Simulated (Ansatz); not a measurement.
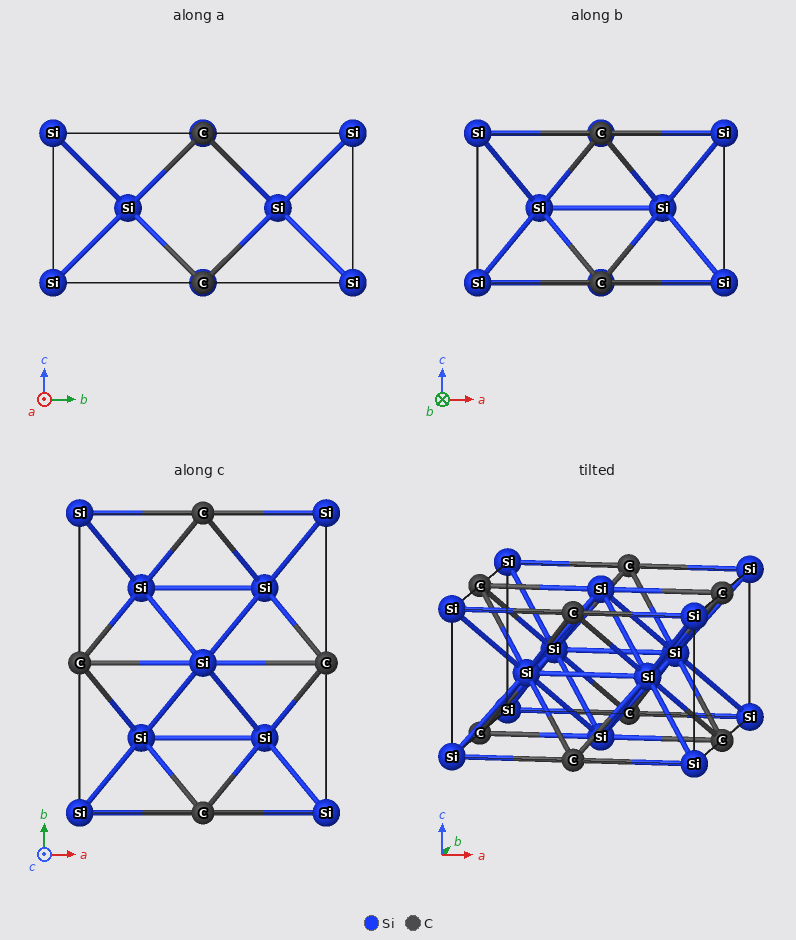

Crystal structure, ball-and-stick style, seen along the a axis, along the b axis, along the c axis and slightly off an axis. The parallelepiped is the conventional unit cell.

Lattice parameters: a = 5.1066 Å, b = 6.2085 Å, c = 3.0965 Å, α = 90.000°, β = 90.000°, γ = 90.000°.

Reconstruct the structure as a CIF with its space group and independent sites.

```cif
data_structure
_symmetry_space_group_name_H-M 'C m m m'
_symmetry_Int_Tables_number 65
_cell_length_a 5.1066
_cell_length_b 6.2085
_cell_length_c 3.0965
_cell_angle_alpha 90.000
_cell_angle_beta 90.000
_cell_angle_gamma 90.000
_cell_volume 98.17
loop_
_atom_site_label
_atom_site_type_symbol
_atom_site_symmetry_multiplicity
_atom_site_Wyckoff_symbol
_atom_site_fract_x
_atom_site_fract_y
_atom_site_fract_z
_atom_site_occupancy
Si1 Si 4 f 0.7500 0.7500 0.5000 1
Si2 Si 2 a 0.5000 0.5000 0.0000 1
C1 C 2 b 0.5000 0.0000 0.0000 1
```

The cell started as a structure type filled with these elements by a generator (whether the compound takes this form wasn't checked). This is the structure after a relaxation with Ansatz, DFT PBE, scalar-relativistic, plane waves, PAW.
